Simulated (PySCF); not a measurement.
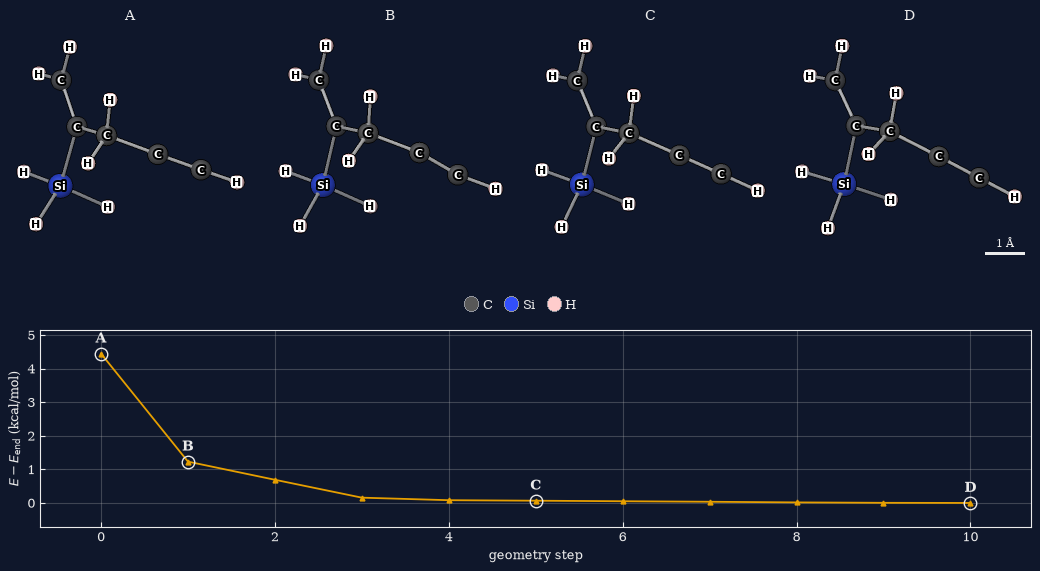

Frames of a relaxation of C5H8Si, marked on the history of the run. A ball-and-stick model, seen at a tilt.

The start comes from GFN2-xTB. Its atoms were then displaced at random by about 0.01 Å.

These are results of PBE0-D3(BJ)/def2-SVP geometry optimisation, gas phase (PySCF), not measurements. 

> Describe the path.

The energy falls by 4.45 kcal/mol in 10 geometry steps. The largest move after the best rigid fit is that of an H atom, 0.39 Å. Largest moves by element: H 0.39 Å, C 0.23 Å, Si 0.11 Å. Near-neighbour distances that change, for instance: C–C 1.461 → 1.516 Å, C–H 1.025 → 1.074 Å, H–Si 1.464 → 1.496 Å, C–Si 1.912 → 1.885 Å. Bond angles that change, for instance: C–C–H 112.3° → 109.0°, C–Si–H 109.0° → 111.9°, C–C–C 111.1° → 113.6°. The run took 66 s on 1 thread of Arm Neoverse V1, with other jobs on the host. From step 0 to 1: an H atom moves most (0.18 Å), energy −3.22 kcal/mol. From step 1 to 5: an H atom moves most (0.16 Å), energy −1.16 kcal/mol. From step 5 to 10: an H atom moves most (0.17 Å), energy −0.07 kcal/mol.

| step | E − E(0), kcal/mol |
| --- | --- |
| 0 | 0.00 |
| 1 | -3.22 |
| 2 | -3.76 |
| 3 | -4.29 |
| 4 | -4.37 |
| 5 | -4.38 |
| 6 | -4.40 |
| 7 | -4.41 |
| 8 | -4.43 |
| 9 | -4.44 |
| 10 | -4.45 |
